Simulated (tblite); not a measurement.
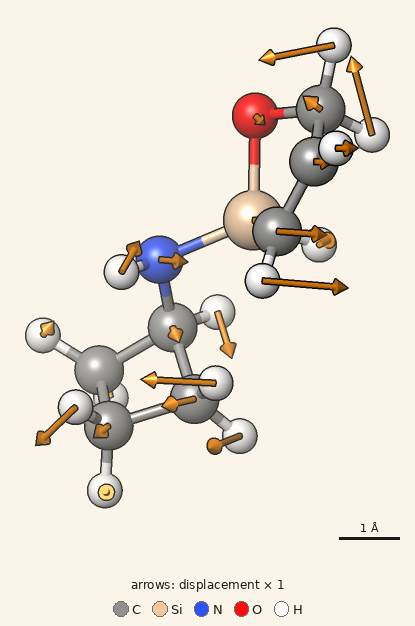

A relaxation of C₇H₁₃NOSi. The starting structure is drawn; orange arrows show the displacements, at their true length. The two geometries are superimposed by the best rigid fit.

The picture is a ball-and-stick view, seen from a free direction.

All numbers below come from tblite, GFN2-xTB geometry optimisation, gas phase. 

Question: Atoms of which element are displaced furthest, and by how much?

Answer: Hydrogen: up to 1.55 Å, against 0.94 Å for carbon.

Question: Describe the change and its energy.

Answer: The energy falls by 1.403 eV in 126 geometry steps. An H atom moves most after the best rigid fit: 1.55 Å. Largest moves by element: H 1.55 Å, C 0.94 Å, N 0.55 Å, Si 0.52 Å, O 0.26 Å. Some distances before and after: O–Si 1.744 → 1.640 Å, C–C 1.492 → 1.547 Å, N–Si 1.758 → 1.711 Å, C–H 1.137 → 1.099 Å. Bond angles that change, for instance: Si–O–C 96.7° → 114.4°, Si–N–C 108.1° → 123.1°, C–Si–N 113.5° → 123.1°. Groups turn about C–O by about 45°, N–Si by about 45°, C–C by about 35°.
